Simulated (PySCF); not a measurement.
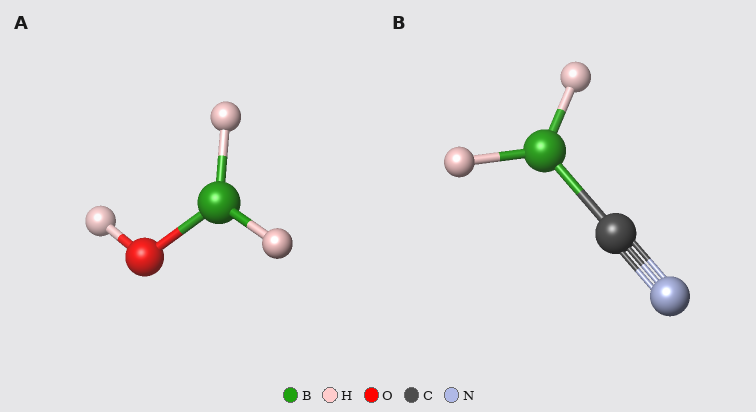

Two related species, optimised with PBE0-D3(BJ)/def2-SVP; properties computed with PySCF 2.14.0. Both: charge 0, singlet.

### What are A and B?

A is BH2(OH) (BO), B is BH2(CN) (BC#N).

Compare them. With CAM-B3LYP/def2-SVPD: dipole moment (D), HOMO–LUMO gap (eV), HOMO energy (Kohn–Sham orbital) (eV), lowest vertical singlet excitation (eV), mean static polarisability (bohr³). With PBE0/pcSseg-1: shielding of B (ppm), Hirshfeld charge of B (e), IAO charge of B (e). With PBE0-D3(BJ)/def2-SVP: mean B–H length (Å).

```csv
quantity,A,B
dipole moment (D),1.60,2.83
HOMO–LUMO gap (eV),11.00,8.93
HOMO energy (Kohn–Sham orbital) (eV),−10.36,−11.18
lowest vertical singlet excitation (eV),6.45,4.54
mean static polarisability (bohr³),21.4,30.6
shielding of B (ppm),52.0,30.2
Hirshfeld charge of B (e),0.17,0.21
IAO charge of B (e),0.15,0.05
mean B–H length (Å),1.212,1.202
```

Each is one conformer, and no frequency run is at hand to confirm it as a minimum.
